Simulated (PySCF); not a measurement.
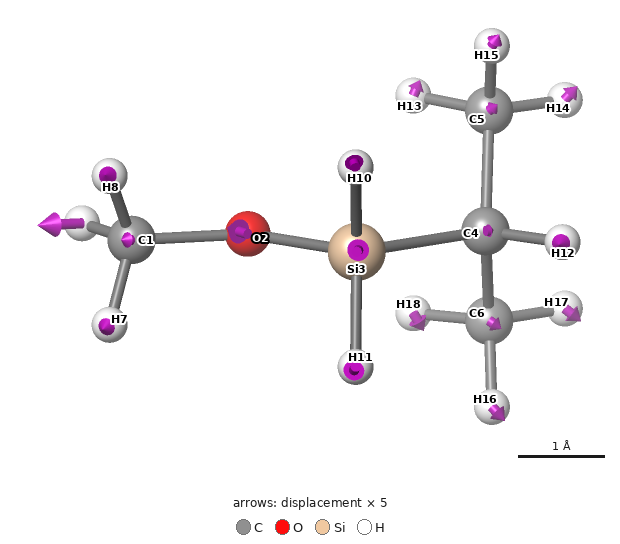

A relaxation of C$_{4}$H$_{12}$OSi. The starting structure is drawn; purple arrows show the displacements, 5 times their true length. The two geometries are superimposed by the best rigid fit.

The picture is a ball-and-stick view, seen at a tilt.

The start comes from GFN2-xTB.

Method: PBE0-D3(BJ)/def2-SVP geometry optimisation, gas phase (PySCF). 

> Which element moves most?

Hydrogen: up to 0.12 Å, against 0.08 Å for oxygen.

> What happened in the run?

After 4 geometry steps the energy has fallen by 2.60 kcal/mol. Largest force component: 1.5 eV/Å at the start, 0.015 eV/Å at the end. An H atom moves most after the best rigid fit: 0.12 Å. Largest moves by element: H 0.12 Å, O 0.08 Å, Si 0.07 Å, C 0.04 Å. Among the contacts that change: O–Si 1.622 → 1.669 Å, H–Si 1.469 → 1.501 Å, C–Si 1.902 → 1.878 Å, C–H 1.093 → 1.106 Å. Bond angles that change, for instance: C–O–Si 127.7° → 124.9°, O–Si–C 103.6° → 106.2°.
